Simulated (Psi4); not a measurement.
# C4F6 (hexafluoro-1,3-butadiene) at B3LYP/def2-SVP

Aim: the vertical ionisation energy of C4F6 (hexafluoro-1,3-butadiene) at B3LYP/def2-SVP, from 2 runs. 

The calculation is run with Psi4 1.11.

## (1) The system as given

The species is C4F6 (10 atoms), meant as a singlet with charge 0. As SMILES, `FC(F)=C(F)C(F)=C(F)F`. The coordinates come from a PBE0-D4/def2-TZVP relaxation. This is one conformer, not always the lowest.

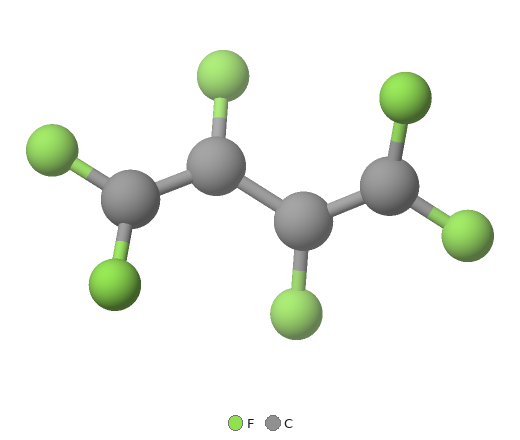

Viewed from a chosen angle; fluorine green, carbon grey.

## (2) A single-point energy at B3LYP/def2-SVP

calc.dat reads:

```
memory 2.2 GB

molecule mol {
  F     -2.053810     1.662800     1.377130
  C     -0.968210     0.957120     1.216850
  F     -0.221410     0.945930     2.287420
  C     -0.667650     0.310880     0.093330
  F     -1.492030     0.446590    -0.950910
  C      0.469880    -0.568880    -0.081660
  F      0.861420    -1.269360     0.988150
  C      1.122480    -0.755840    -1.225950
  F      0.870130    -0.099570    -2.325770
  F      2.079220    -1.629640    -1.378580
  units angstrom
  symmetry c1
  no_reorient
  no_com
}

set reference rks
set puream true
set e_convergence 1e-09
set d_convergence 1e-08
set scf_type pk
set dft_radial_points 99
set dft_spherical_points 590

energy_value, wavefunction = energy('b3lyp/def2-SVP', return_wfn=True)
```

Run with:

```
psi4 -i calc.dat -o calc.out -n 1
```

calc.out, shortened:

```text
[...]
  Running in c1 symmetry.
[...]
  Nuclear repulsion =  564.449320957718328
[...]
  Multiplicity = 1
[...]
  Nalpha       = 39
  Nbeta        = 39
[...]
    Number of basis functions: 140
[...]
   @RKS iter   1:  -750.66774327935207    9.58630e-02   4.06343e-03 DIIS/ADIIS
[...]
   @RKS iter  11:  -750.80469930143545   -6.08225e-11   7.27032e-09 DIIS
[...]
    Orbital Energies [Eh]
    ---------------------
    Doubly Occupied:
       1A    -24.754765     2A    -24.754712     3A    -24.752772
       4A    -24.752771     5A    -24.724767     6A    -24.724763
       7A    -10.379132     8A    -10.379096     9A    -10.305243
      10A    -10.305026    11A     -1.307122    12A     -1.306261
      13A     -1.247301    14A     -1.244876    15A     -1.238288
      16A     -1.231272    17A     -0.840929    18A     -0.789404
      19A     -0.684981    20A     -0.654670    21A     -0.625874
      22A     -0.616684    23A     -0.597258    24A     -0.587051
      25A     -0.563524    26A     -0.557316    27A     -0.547873
      28A     -0.495150    29A     -0.483845    30A     -0.482823
      31A     -0.478767    32A     -0.474514    33A     -0.473713
      34A     -0.457857    35A     -0.452577    36A     -0.449265
[...]
  @RKS Final Energy:  -750.80469930143545
   => Energetics <=
    Nuclear Repulsion Energy =            564.4493209577183279
    One-Electron Energy =               -2162.1609069230335081
    Two-Electron Energy =                 915.1813051132160126
    DFT Exchange-Correlation Energy =     -68.2744184493363093
    Empirical Dispersion Energy =           0.0000000000000000
    VV10 Nonlocal Energy =                  0.0000000000000000
    Total Energy =                       -750.8046993014354484
[...]
 Multipole Moments:
 ------------------------------------------------------------------------------------
     Multipole            Electronic (a.u.)      Nuclear  (a.u.)        Total (a.u.)
 ------------------------------------------------------------------------------------
 L = 1.  Multiply by 2.5417464519 to convert [e a0] to [Debye]
 Dipole X            :         -0.1868455            0.2469494            0.0601039
 Dipole Y            :         -0.2436462            0.3220660            0.0784199
 Dipole Z            :          0.0108550           -0.0143997           -0.0035447
 Magnitude           :                                                    0.0988672
[...]
```

Wall time 20 s (1 thread of Intel Xeon 6975P-C (Granite Rapids), shared host); peak memory 1.1 GiB.

## (3) The doublet cation

input.json reads:

```json
{
 "schema_name": "qcschema_input",
 "schema_version": 1,
 "molecule": {
  "schema_name": "qcschema_molecule",
  "schema_version": 2,
  "symbols": ["F", "C", "F", "C", "F", "C", "F", "C", "F", "F"],
  "geometry": [-3.88113841, 3.1422366, 2.60239854, -1.82965173, 1.80869467, 2.29951323, -0.41840426, 1.78754863, 4.32259733, -1.26167565, 0.58747806, 0.17636814, -2.81952807, 0.84393279, -1.79695947, 0.88794451, -1.0750274, -0.15431504, 1.62784788, -2.39874275, 1.86733287, 2.12117978, -1.42833059, -2.31670974, 1.64430739, -0.18816003, -4.39506833, 3.92915635, -3.07957328, -2.60513864],
  "molecular_charge": 1,
  "molecular_multiplicity": 2,
  "fix_symmetry": "c1"
 },
 "driver": "energy",
 "model": {
  "method": "b3lyp",
  "basis": "def2-SVP"
 },
 "keywords": {
  "reference": "uks",
  "puream": true,
  "e_convergence": 1e-09,
  "d_convergence": 1e-08,
  "scf_type": "pk",
  "dft_radial_points": 99,
  "dft_spherical_points": 590,
  "maxiter": 100,
  "scf_properties": ["MAYER_INDICES", "QUADRUPOLE", "DIPOLE"]
 }
}
```

Run with:

```
psi4 --qcschema input.json -n 1 --memory 2200MB
```

stdout, shortened:

```text
[...]
  Running in c1 symmetry.
[...]
  Nuclear repulsion =  564.449321351638559
[...]
  Multiplicity = 2
[...]
  Nalpha       = 39
  Nbeta        = 38
[...]
    Number of basis functions: 140
[...]
   @UKS iter   1:  -750.38828100332205    3.75325e-01   3.26528e-03 DIIS/ADIIS
[...]
   @UKS iter  13:  -750.46706687797598   -6.25278e-12   5.99745e-09 DIIS
[...]
   @S^2 Observed:                7.559696397E-01
[...]
  @UKS Final Energy:  -750.46706687797598
   => Energetics <=
    Nuclear Repulsion Energy =            564.4493213516385595
    One-Electron Energy =               -2143.9592429601907497
    Two-Electron Energy =                 896.9326829326678308
    DFT Exchange-Correlation Energy =     -67.8898282020914792
    Empirical Dispersion Energy =           0.0000000000000000
    VV10 Nonlocal Energy =                  0.0000000000000000
    Total Energy =                       -750.4670668779759808
[...]
 Multipole Moments:
 ------------------------------------------------------------------------------------
     Multipole            Electronic (a.u.)      Nuclear  (a.u.)        Total (a.u.)
 ------------------------------------------------------------------------------------
 L = 1.  Multiply by 2.5417464519 to convert [e a0] to [Debye]
 Dipole X            :          0.1115916           -0.0304044            0.0811873
 Dipole Y            :          0.1455901           -0.0396456            0.1059445
 Dipole Z            :         -0.0065783            0.0017932           -0.0047852
 Magnitude           :                                                    0.1335609
 L = 2.  Multiply by 1.3450342976 to convert [e a0^2] to [Debye ang]
 Quadrupole XX       :       -488.5182716          457.1825005          -31.3357711
 Quadrupole XY       :        330.5997749         -332.9443397           -2.3445648
[...]
```

The result, in JSON:

```text
{
 "driver": "energy",
 "model": {
  "method": "b3lyp",
  "basis": "def2-SVP"
 },
 "success": true,
 "return_result": -750.467066877976,
 "properties": {
  "calcinfo_nbasis": 140,
  "calcinfo_nmo": 140,
  "calcinfo_nalpha": 39,
  "calcinfo_nbeta": 38,
  "calcinfo_natom": 10,
  "nuclear_repulsion_energy": 564.4493213516386,
  "return_energy": -750.467066877976,
  "scf_one_electron_energy": -2143.9592429601907,
  "scf_two_electron_energy": 896.9326829326678,
  "scf_xc_energy": -67.88982820209148,
  "scf_dipole_moment": [0.08118726413201682, 0.10594447788085992, -0.004785160636017083],
  "scf_total_energy": -750.467066877976,
  "scf_iterations": 13
 }
}
```

Wall time 33 s (1 thread of Intel Xeon 6975P-C (Granite Rapids), shared host); peak memory 1.1 GiB.

## (4) What came out

Level: B3LYP/def2-SVP.

| quantity | value |
| --- | --- |
| singlet C4F6: total energy | -750.80470 Eh |
| singlet C4F6: dipole moment | 0.25 D |
| singlet C4F6: HOMO energy | -6.76 eV |
| singlet C4F6: LUMO energy | -1.09 eV |
| singlet C4F6: HOMO–LUMO gap | 5.67 eV |
| doublet cation: total energy | -750.46707 Eh |
| doublet cation: HOMO energy (highest over α and β) | -13.74 eV |
| doublet cation: LUMO energy (lowest over α and β) | -11.60 eV |
| doublet cation: ⟨S²⟩ | 0.756 |
| vertical ionisation energy (to the doublet cation) | 9.187 eV |

In words: The vertical ionisation energy comes to 9.19 eV (886 kJ/mol). −ε(HOMO) before ionisation, 6.76 eV, is 2.42 eV below this ionisation energy.
